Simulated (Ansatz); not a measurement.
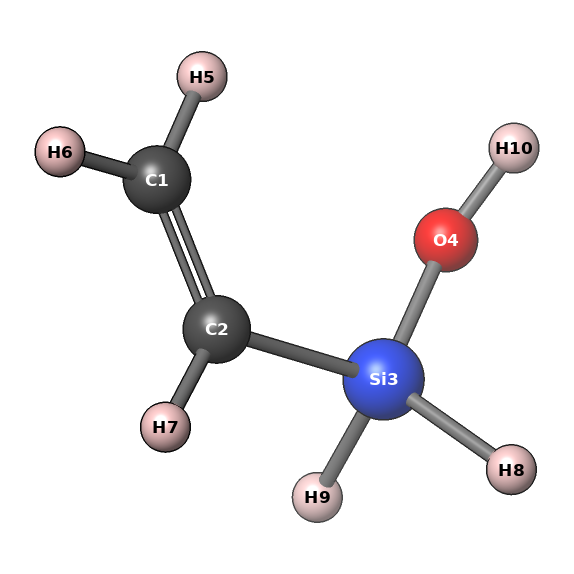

Source: calculation with Ansatz.

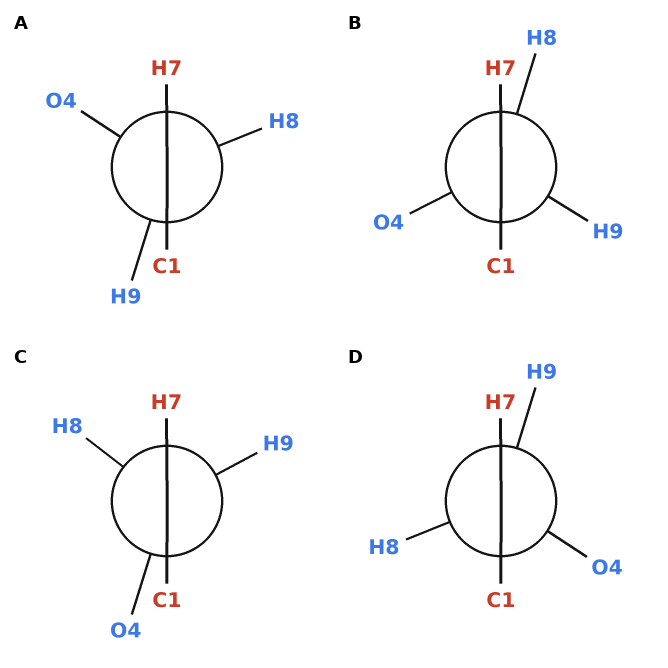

Depth is shown by fading: the farther an atom, the more it takes the colour of the background. Bonds that would overlap in a projection are set slightly apart. Geometry: moved along internal coordinates away from the minimum.

Q: Which Newman projection shows the view along C2–Si3, with C2 in front?

A: C. The torsion angle C1–C2–Si3–O4 is 3°, synperiplanar (eclipsed).
